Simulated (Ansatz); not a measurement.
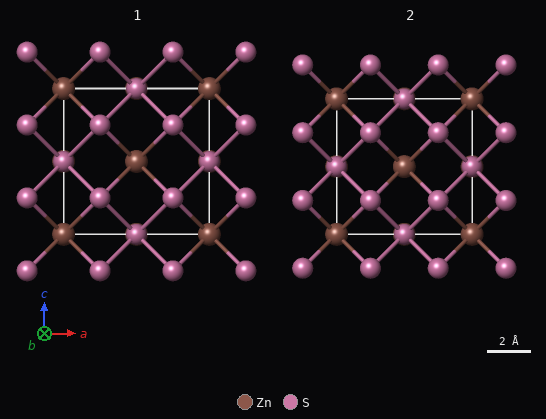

Two geometries of a crystal of ZnS3 (a generated structure, set up in Fm-3m) (coarse preliminary run), drawn at one scale. One is the start of a relaxation, the other its converged end. A ball-and-stick model of the conventional cell (4 times the calculation's cell), seen along the b axis. Lengths and directions refer to the drawn axes.

Theory: DFT PBE, scalar-relativistic, plane waves, PAW in Ansatz. (plane-wave cutoff 420 eV; k-point mesh 4 × 4 × 4; occupations gaussian; smearing width 0.1 eV; no spin polarisation; cell and atoms relaxed; force threshold 0.04 eV/Å; at most 70 steps)

Question: Which of the two is the end point?

Answer: Structure 2 is the relaxed one. After 4 accepted moves (5 points after the start) the energy has fallen by 0.598 eV per cell of the calculation. All forces vanish by symmetry, so only the cell relaxes. Pressure: −9.60 GPa at the start and −0.01 GPa at the end. At 1 point the geometry stayed and the basis and grid were re-selected for the new cell (energy shift of 2.5 meV per cell of the calculation at most each time). The atoms keep their places relative to the cell (all moves are under 0.005 Å). The drawn cell changes as follows: a = b = c 6.821 → 6.339 Å (−7.1 %); the volume changes by −19.7 %. Near-neighbour distances that change, for instance: S–Zn 2.954 → 2.745 Å, S–S 2.954 → 2.745 Å. The space group stays Fm-3m (No. 225). Cost: 4.9 s on 1 thread of Intel(R) Xeon(R) 6975P-C (Granite Rapids) (shared host), peak memory 0.37 GiB.
